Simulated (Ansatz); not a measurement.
# BSiHO (singlet): B2PLYP, RKS PBE0, RPA-PBE over vertical spin and charge gaps and displaced geometries, cc-pVDZ, part 1 of 2

Aim: run BSiHO (singlet) with these functionals over vertical spin and charge gaps and displaced geometries, and hold them against the top wave-function level at the same points.

Program: Ansatz 0.2.0, Gaussian basis. Level of theory: cc-pVDZ, all electrons in the functionals, frozen cores in the correlation of double hybrids and RPA. These are calculated values, not measurements.

The runs, in order: B2PLYP, RKS PBE0, RPA-PBE, at charge 0, singlet; charge 0, triplet; charge 1, doublet; displaced geometry v1; displaced geometry v2 (not every functional at every point).

14 further runs of the same task are left out: 6 that didn't finish, 8 set aside as unsound or not needed. Runs told in other sessions of the task aren't counted.

### 1 The system

The geometry is a PBE0/def2-TZVP stationary point (not a proven minimum).

4 atoms, charge 0, spin multiplicity 1.

Atoms are counted from 1 here; the program's logs count them from 0.

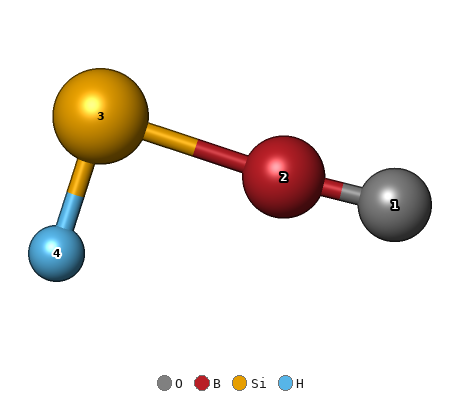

The structure; oxygen grey, boron red, silicon amber, hydrogen blue; atoms are numbered from 1 in the order of the file.

Geometry (Å):

```xyz
4
charge 0, multiplicity 1
O     0.0000    0.0231    1.9166
B     0.0000    0.0406    0.7114
Si    0.0000   -0.0805   -1.3157
H     0.0000    1.4394   -1.3921
```

No dispersion term is added.

The geometry shown and the zero of energy belong to the point charge 0, singlet. The yardstick, RCCSDT(Q), and other wave-function levels (R restricted, U unrestricted, valence and pair active spaces) come from earlier runs.

### 2 B2PLYP, charge 0, singlet

Contents of in.yaml:

```yaml
crystal:
  periodic: [false, false, false]
  atoms:
    - {symbol: O, position_ang: [0.000000, 0.023096, 1.916557]}
    - {symbol: B, position_ang: [0.000000, 0.040635, 0.711413]}
    - {symbol: Si, position_ang: [0.000000, -0.080455, -1.315687]}
    - {symbol: H, position_ang: [0.000000, 1.439380, -1.392054]}
basis:
  gaussian: {orbitals: cc-pVDZ}
magnetization: {spin_polarized: true, initial_magnetization: 0}
hamiltonian: {xc: {name: B2PLYP}}
correlation: {electrons: outside_noble_gas}
```

Started as:

```console
> ansatz run in.yaml --threads 1 --pin off --events-out ev --progress --plain --max-ram 2393MiB
```

The program printed:

```text
Functional definition: B2PLYP
  name "B2PLYP"
  cite "Grimme, J. Chem. Phys. 124, 034108 (2006) doi:10.1063/1.2148954"
  cite "Becke, Phys. Rev. A 38, 3098 (1988) doi:10.1103/PhysRevA.38.3098"
  cite "Lee, Yang & Parr, Phys. Rev. B 37, 785 (1988) doi:10.1103/PhysRevB.37.785"
  parameter a = 0.53
  parameter c = 0.27
  exchange = (1 - a)*b88_x + a*exact_x
  correlation = (1 - c)*lyp_c + c*(mp2_os + mp2_ss)
488 factors; integrals over basis functions are off by at most 1.2e-3 eV
mean field evaluation 1: about -10602.7133 eV, gradient 3.4e1 eV
mean field evaluation 2: about -10602.7556 eV, gradient 3.4e1 eV
mean field evaluation 4: about -10607.4811 eV, gradient 3.2e0 eV
mean field evaluation 8: about -10607.5560 eV, gradient 2.8e-2 eV
mean field evaluation 16: about -10607.5561 eV, gradient 2.8e-5 eV
mean field evaluation 32: about -10607.5569 eV, gradient 2.4e-7 eV
mean field evaluation 64: about -10587.2605 eV, gradient 2.6e1 eV
mean field -10607.55687865 eV, -389.8205252300 hartree, gradient 3.5e-7 eV, S^2 0.044201; 6 other end points of the search recorded, 0 dependent functions left out
7 core orbitals not correlated: weight in the atoms' cores, before any rotation towards them, 1.000 or more for the frozen orbitals, at most 0.000 for the correlated occupied ones
reference -10607.55700884 eV, -389.8205300145 hartree; 7, 7 occupied and 37, 37 virtual orbitals, 488 factors
second order -11.68187093 eV of doubles, -0.00000000 eV of singles
Total energy: -10610.71111399 eV, -389.9364412408 hartree
```

Wall time 9 s (1 thread of Arm Neoverse V1, shared host).

From the report: ⟨S²⟩ of the determinant 0.044 (pure singlet: 0.00).

### 3 B2PLYP, charge 0, triplet

in.yaml: that of step 2 with these lines changed.

```diff
@@ -9,3 +9,3 @@
   gaussian: {orbitals: cc-pVDZ}
-magnetization: {spin_polarized: true, initial_magnetization: 0}
+magnetization: {spin_polarized: true, initial_magnetization: 2}
 hamiltonian: {xc: {name: B2PLYP}}
```

The command is unchanged.

The program printed, cut to the lines that bear on the results:

```text
Functional definition: B2PLYP
  name "B2PLYP"
  cite "Grimme, J. Chem. Phys. 124, 034108 (2006) doi:10.1063/1.2148954"
  cite "Becke, Phys. Rev. A 38, 3098 (1988) doi:10.1103/PhysRevA.38.3098"
  cite "Lee, Yang & Parr, Phys. Rev. B 37, 785 (1988) doi:10.1103/PhysRevB.37.785"
[...]
488 factors; integrals over basis functions are off by at most 1.2e-3 eV
[...]
mean field -10606.50942873 eV, -389.7820321554 hartree, gradient 6.1e-6 eV, S^2 2.004131; 1 other end points of the search recorded, 0 dependent functions left out
7 core orbitals not correlated: weight in the atoms' cores, before any rotation towards them, 1.000 or more for the frozen orbitals, at most 0.000 for the correlated occupied ones
reference -10606.50955524 eV, -389.7820368046 hartree; 8, 6 occupied and 36, 38 virtual orbitals, 488 factors
second order -11.19975794 eV of doubles, -0.00000000 eV of singles
Total energy: -10609.53348988 eV, -389.8931643531 hartree
```

Run time: 3.2 s. Hardware: 1 thread of Arm Neoverse V1, shared host.

From the report: ⟨S²⟩ of the determinant 2.004 (pure triplet: 2.00).

From charge 0, singlet: +113.6 kJ/mol.

### 4 B2PLYP, charge 1, doublet

in.yaml: that of step 3 with these lines changed.

```diff
@@ -9,3 +9,4 @@
   gaussian: {orbitals: cc-pVDZ}
-magnetization: {spin_polarized: true, initial_magnetization: 2}
+total_charge: 1
+magnetization: {spin_polarized: true, initial_magnetization: 1}
 hamiltonian: {xc: {name: B2PLYP}}
```

Launched as before.

The program printed, cut to the lines that bear on the results:

```text
Functional definition: B2PLYP
  name "B2PLYP"
  cite "Grimme, J. Chem. Phys. 124, 034108 (2006) doi:10.1063/1.2148954"
  cite "Becke, Phys. Rev. A 38, 3098 (1988) doi:10.1103/PhysRevA.38.3098"
  cite "Lee, Yang & Parr, Phys. Rev. B 37, 785 (1988) doi:10.1103/PhysRevB.37.785"
[...]
488 factors; integrals over basis functions are off by at most 1.2e-3 eV
[...]
mean field -10597.74273523 eV, -389.4598621116 hartree, gradient 7.8e-6 eV, S^2 0.755729; 0 other end points of the search recorded, 0 dependent functions left out
7 core orbitals not correlated: weight in the atoms' cores, before any rotation towards them, 1.000 or more for the frozen orbitals, at most 0.000 for the correlated occupied ones
reference -10597.74286116 eV, -389.4598667397 hartree; 7, 6 occupied and 37, 38 virtual orbitals, 488 factors
second order -11.34551363 eV of doubles, -0.00000000 eV of singles
Total energy: -10600.80614984 eV, -389.5724405223 hartree
```

Run time: 2.7 s. Hardware: 1 thread of Arm Neoverse V1, shared host.

From the report: ⟨S²⟩ of the determinant 0.756 (pure doublet: 0.75).

From charge 0, singlet: +955.7 kJ/mol.

### 5 B2PLYP, displaced geometry v1

Contents of in.yaml:

```yaml
crystal:
  periodic: [false, false, false]
  atoms:
    - {symbol: O, position_ang: [-0.022514, 0.004885, 1.946157]}
    - {symbol: B, position_ang: [-0.023347, 0.006281, 0.729860]}
    - {symbol: Si, position_ang: [0.024617, -0.055499, -1.339853]}
    - {symbol: H, position_ang: [-0.078160, 1.401522, -1.386418]}
basis:
  gaussian: {orbitals: cc-pVDZ}
magnetization: {spin_polarized: true, initial_magnetization: 0}
hamiltonian: {xc: {name: B2PLYP}}
correlation: {electrons: outside_noble_gas}
```

The command is unchanged.

The program printed, cut to the lines that bear on the results:

```text
Functional definition: B2PLYP
  name "B2PLYP"
  cite "Grimme, J. Chem. Phys. 124, 034108 (2006) doi:10.1063/1.2148954"
  cite "Becke, Phys. Rev. A 38, 3098 (1988) doi:10.1103/PhysRevA.38.3098"
  cite "Lee, Yang & Parr, Phys. Rev. B 37, 785 (1988) doi:10.1103/PhysRevB.37.785"
[...]
487 factors; integrals over basis functions are off by at most 1.3e-3 eV
[...]
mean field -10607.51254264 eV, -389.8188959117 hartree, gradient 9.7e-6 eV, S^2 0.061643; 5 other end points of the search recorded, 0 dependent functions left out
7 core orbitals not correlated: weight in the atoms' cores, before any rotation towards them, 1.000 or more for the frozen orbitals, at most 0.000 for the correlated occupied ones
reference -10607.51267334 eV, -389.8189007149 hartree; 7, 7 occupied and 37, 37 virtual orbitals, 487 factors
second order -11.70198052 eV of doubles, -0.00000000 eV of singles
Total energy: -10610.67220808 eV, -389.9350114750 hartree
```

Run time: 6 s. Hardware: 1 thread of Arm Neoverse V1, shared host.

From the report: ⟨S²⟩ of the determinant 0.062 (pure singlet: 0.00).

From charge 0, singlet: +3.8 kJ/mol.

### 6 B2PLYP, displaced geometry v2

Contents of in.yaml:

```yaml
crystal:
  periodic: [false, false, false]
  atoms:
    - {symbol: O, position_ang: [0.076315, 0.034989, 1.912210]}
    - {symbol: B, position_ang: [-0.088559, 0.060902, 0.718660]}
    - {symbol: Si, position_ang: [-0.011939, -0.092612, -1.316621]}
    - {symbol: H, position_ang: [0.071170, 1.371953, -1.374774]}
basis:
  gaussian: {orbitals: cc-pVDZ}
magnetization: {spin_polarized: true, initial_magnetization: 0}
hamiltonian: {xc: {name: B2PLYP}}
correlation: {electrons: outside_noble_gas}
```

Launched as before.

The program printed, cut to the lines that bear on the results:

```text
Functional definition: B2PLYP
  name "B2PLYP"
  cite "Grimme, J. Chem. Phys. 124, 034108 (2006) doi:10.1063/1.2148954"
  cite "Becke, Phys. Rev. A 38, 3098 (1988) doi:10.1103/PhysRevA.38.3098"
  cite "Lee, Yang & Parr, Phys. Rev. B 37, 785 (1988) doi:10.1103/PhysRevB.37.785"
[...]
487 factors; integrals over basis functions are off by at most 1.3e-3 eV
[...]
mean field -10607.50313069 eV, -389.8185500289 hartree, gradient 3.2e-7 eV, S^2 0.023251; 5 other end points of the search recorded, 0 dependent functions left out
7 core orbitals not correlated: weight in the atoms' cores, before any rotation towards them, 1.000 or more for the frozen orbitals, at most 0.000 for the correlated occupied ones
reference -10607.50325902 eV, -389.8185547449 hartree; 7, 7 occupied and 37, 37 virtual orbitals, 487 factors
second order -11.69573463 eV of doubles, -0.00000000 eV of singles
Total energy: -10610.66110737 eV, -389.9346035313 hartree
```

Run time: 7.5 s. Hardware: 1 thread of Arm Neoverse V1, shared host.

From the report: ⟨S²⟩ of the determinant 0.023 (pure singlet: 0.00).

From charge 0, singlet: +4.8 kJ/mol.

### 7 RKS PBE0, charge 0, singlet

Contents of in.yaml:

```yaml
crystal:
  periodic: [false, false, false]
  atoms:
    - {symbol: O, position_ang: [0.000000, 0.023096, 1.916557]}
    - {symbol: B, position_ang: [0.000000, 0.040635, 0.711413]}
    - {symbol: Si, position_ang: [0.000000, -0.080455, -1.315687]}
    - {symbol: H, position_ang: [0.000000, 1.439380, -1.392054]}
basis:
  gaussian: {orbitals: cc-pVDZ}
hamiltonian: {xc: {name: PBE0}}
```

Launched as before.

The program printed:

```text
Functional definition: PBE0
  name "PBE0"
  cite "Adamo & Barone, J. Chem. Phys. 110, 6158 (1999) doi:10.1063/1.478522"
  cite "Perdew, Burke & Ernzerhof, Phys. Rev. Lett. 77, 3865 (1996) doi:10.1103/PhysRevLett.77.3865"
  parent pbe
  parameter a = 0.25
  parameter kappa = 0.804
  parameter beta = 0.06672455060314922
  exchange = (1 - a)*pbe_x(kappa = kappa, mu = beta*pi^2/3) + a*exact_x
  correlation = pbe_c(beta = beta)
488 factors; integrals over basis functions are off by at most 1.2e-3 eV
mean field evaluation 1: about -10604.8347 eV, gradient 5.0e1 eV
mean field evaluation 2: about -10552.5949 eV, gradient 1.4e2 eV
mean field evaluation 4: about -10609.8778 eV, gradient 2.3e0 eV
mean field evaluation 8: about -10609.8959 eV, gradient 2.1e-1 eV
mean field evaluation 16: about -10609.8960 eV, gradient 6.5e-5 eV
mean field -10609.89601322 eV, -389.9064868401 hartree, gradient 6.5e-5 eV, S^2 0.000000; 0 other end points of the search recorded, 0 dependent functions left out
reference -10609.89603569 eV, -389.9064876657 hartree; 14, 14 occupied and 37, 37 virtual orbitals, 488 factors
Total energy: -10609.89603569 eV, -389.9064876657 hartree
```

It took 0.87 s on 1 thread of Arm Neoverse V1, shared host.

(Continued in part 2 of 2.)
